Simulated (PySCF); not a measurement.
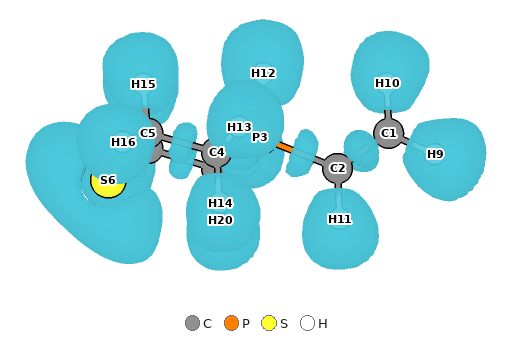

Figure 1: C₆H₁₂PS (charge +1). Isosurface of the ELF at 0.8 (cyan), seen from one side. Only the valence region is drawn (cores and ρ < 0.01 e/Å³ removed).

Geometry: GFN2-xTB.

The calculation used PySCF, PBE0/pcSseg-1, SCF density, gas phase, non-relativistic.

```xyz
20

C     3.2878   -0.1543   -0.3130
C     2.1716   -0.1504    0.4034
P     0.5408   -0.0115   -0.3154
C    -0.3249    1.4748    0.2728
C    -1.7766    1.4819   -0.2030
S    -2.7208    0.0917    0.5053
C    -1.9166   -1.2616   -0.4154
C    -0.4759   -1.4746    0.0457
H     4.2531   -0.2403    0.1589
H     3.2881   -0.0731   -1.3885
H     2.1792   -0.2326    1.4848
H     0.6589    0.0880   -1.6886
H     0.2133    2.3586   -0.0867
H    -0.2897    1.4739    1.3683
H    -1.8508    1.4373   -1.2909
H    -2.2789    2.3837    0.1444
H    -1.9762   -1.0428   -1.4829
H    -2.5107   -2.1505   -0.2078
H    -0.0268   -2.3432   -0.4480
H    -0.4502   -1.6441    1.1283
```

Q: Where are the electrons localised?

A: At this value the surface marks out three regions between bonded C–C atoms (shared pairs), three regions between bonded C–P atoms (shared pairs), two regions between bonded C–S atoms (shared pairs), twelve regions around hydrogen nuclei and one region wrapped around S (its lone pairs, merged into a ring or cap). Along the contacts the grid gives the following. C–C (1.33 Å): the ELF peaks at about 0.90 between the atoms: a multiple bond. C–P (1.79 Å): the ELF peaks at about 0.95 between the atoms (localised, covalent bonding).
